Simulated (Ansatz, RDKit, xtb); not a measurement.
# Isomers of C3H3BBrNS, a sample narrowed down

A sample of isomers of C3H3BBrNS is drawn. Aim: find which of them has the lowest free energy at 298.15 K, then its properties. The sample is small against all isomers, and the most stable one of this formula need not be in it.

Plan: many cheap relaxations first (GFN2-xTB), then density-functional screening, relaxation at B3LYP-D3(BJ)/def2-SVP, vibrations (at GFN2-xTB) and a final energy. The numbers are computed, not measured.

## 1. Drawing up candidates

Isomers were taken from a list of plausible structures; this is a sample, not all of them. That gives 5 candidates.

```
label        SMILES     spin
 c048  Bc1ncc(Br)s1  singlet
 c351  Bc1csc(Br)n1  singlet
 c402    Bc1scnc1Br  singlet
 c919    Bc1ncsc1Br  singlet
 c920  Bc1nc(Br)cs1  singlet
```

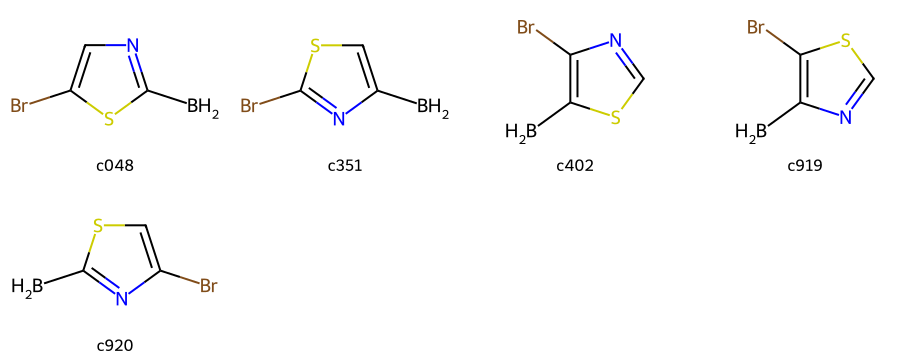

Structural formulas of the candidates.

Candidates are built by distance geometry, with a force field where one applies, in up to four conformers (letters a to d).

**Question.** With final energies at CCSD(T)/def2-SVP + MP2/def2-TZVPP - MP2/def2-SVP, which structure will this search put lowest in free energy, and by what margin?

| quantity | value |
| --- | --- |
| lowest structure found | Bc1scnc1Br, singlet |
| next finalist | Bc1nc(Br)cs1, singlet, 2.9 kcal/mol higher in G |
| share at equilibrium, among the finalists | 99.2 % |

`Bc1scnc1Br` comes out lowest. The margin, 2.9 kcal/mol, is modest. GFN2-xTB, HF/STO-3G, r2SCAN-D4/def2-SVP, B3LYP-D3(BJ)/def2-SVP, HF/def2-SVP and MP2/def2-SVP already put its bonding pattern lowest among the structures in one piece. Lowest found is not proven lowest: the search is finite, and each finalist counts with one conformer. Only 5 drawn patterns were tried, so whole families of isomers are missing, and the result ranks this sample alone. The lowest isomer need not be the one that is made and kept in a bottle, which depends on barriers.
